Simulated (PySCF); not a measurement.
# NS (Mononitrogen monosulfide) at USCS-MP2/cc-pVTZ

What is the vertical doublet–quartet gap of NS (Mononitrogen monosulfide) at USCS-MP2/cc-pVTZ? Input form: a Python script.

Program for the calculation: PySCF 2.14.0.

7 further runs of the same task are left out: 2 that didn't finish, 5 set aside as unsound or not needed.

### Step 1. The molecule

NS: 2 atoms, total charge 0, spin state doublet. SMILES: `[N]=S`. The coordinates come from a GFN2-xTB relaxation.

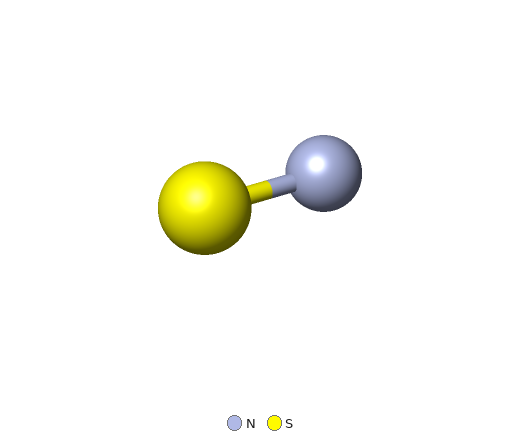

The structure, seen from a chosen angle (nitrogen light blue, sulfur yellow).

### Step 2. A single-point energy at USCS-MP2/cc-pVTZ

File job.py:

```python
# Mononitrogen monosulfide
from pyscf import gto, scf, mp

system = gto.M(
    atom='''
N        0.000000       0.000000       0.000000
S        0.000000       0.000000       1.463180
''',
    basis='cc-pvtz',
    verbose=3,
    spin=1,
    max_memory=1860,
)

mf = scf.UHF(system)
mf.conv_tol = 1e-10
mf.kernel()
if not mf.converged:
    mf = mf.newton().run(mf.mo_coeff, mf.mo_occ)

pt = mp.MP2(mf, frozen=6).run()
etot = mf.e_tot + 1.2 * pt.e_corr_os + pt.e_corr_ss / 3
print('Final energy', etot)
```

On the command line:

```sh
$ OMP_NUM_THREADS=1 python job.py
```

Standard output:

```text
SCF not converged.
SCF energy = -451.945267445791 after 50 cycles  <S^2> = 0.8226523  2S+1 = 2.0713786
converged SCF energy = -451.95228924239  <S^2> = 1.1012844  2S+1 = 2.3248951
E(UMP2) = -452.265286851356  E_corr = -0.31299760896628
E(SCS-UMP2) = -452.257605707331  E_corr = -0.305316464941535
Final energy -452.2576057073315
```

Run time: 2.8 s. Hardware: 1 thread of Arm Neoverse V2, shared host; peak memory 0.14 GiB.

### Step 3. The quartet at the same level

File run.py:

```python
from pyscf import gto, mp

system = gto.Mole()
system.atom = '''
N      0.000000     0.000000     0.000000
S      0.000000     0.000000     2.765009
'''
system.basis = 'cc-pvtz'
system.spin = 3
system.unit = 'bohr'
system.verbose = 3
system.max_memory = 1860
system.build()

mf = system.UHF()
mf.conv_tol = 1e-10
mf.kernel()
if not mf.converged:
    mf = mf.newton().run(mf.mo_coeff, mf.mo_occ)

pt = mp.MP2(mf, frozen=6).run()
etot = mf.e_tot + 1.2 * pt.e_corr_os + pt.e_corr_ss / 3
print('Final energy', etot)
```

On the command line:

```sh
$ OMP_NUM_THREADS=1 python run.py
```

Standard output:

```text
WARN: HOMO -0.0941762318370414 >= LUMO -0.3922486316642

converged SCF energy = -451.847611540837  <S^2> = 3.8103316  2S+1 = 4.0300529
E(UMP2) = -452.140008283308  E_corr = -0.292396742470904
E(SCS-UMP2) = -452.127721088363  E_corr = -0.280109547526359
Final energy -452.12772108836316
```

Run time: 1.1 s. Hardware: 1 thread of Arm Neoverse V2, shared host; peak memory 0.14 GiB.

### Step 4. What came out

Level: USCS-MP2/cc-pVTZ, 6 core orbitals frozen.

| quantity | value |
| --- | --- |
| doublet: total energy | -452.25761 Eh |
| doublet: dipole moment (Hartree–Fock density) | 1.64 D |
| doublet: HOMO energy (Hartree–Fock orbitals) (highest over α and β) | -9.70 eV |
| doublet: LUMO energy (Hartree–Fock orbitals) (lowest over α and β) | 0.57 eV |
| doublet: correlation energy (6 core orbitals frozen) | -305.3 mEh |
| doublet: ⟨S²⟩ of the reference determinant | 1.101 |
| quartet: total energy | -452.12772 Eh |
| quartet: dipole moment (Hartree–Fock density) | 0.45 D |
| quartet: HOMO energy (Hartree–Fock orbitals) (highest over α and β) | -10.11 eV |
| quartet: LUMO energy (Hartree–Fock orbitals) (lowest over α and β) | -1.07 eV |
| quartet: correlation energy (6 core orbitals frozen) | -280.1 mEh |
| quartet: ⟨S²⟩ of the reference determinant | 3.810 |
| vertical energy of the quartet above the doublet | 3.534 eV |

In words: At this shape the quartet lies 3.53 eV (341 kJ/mol) above the doublet. ⟨S²⟩ (doublet) is 1.10 where a pure doublet has 0.75: the reference is spin-contaminated.
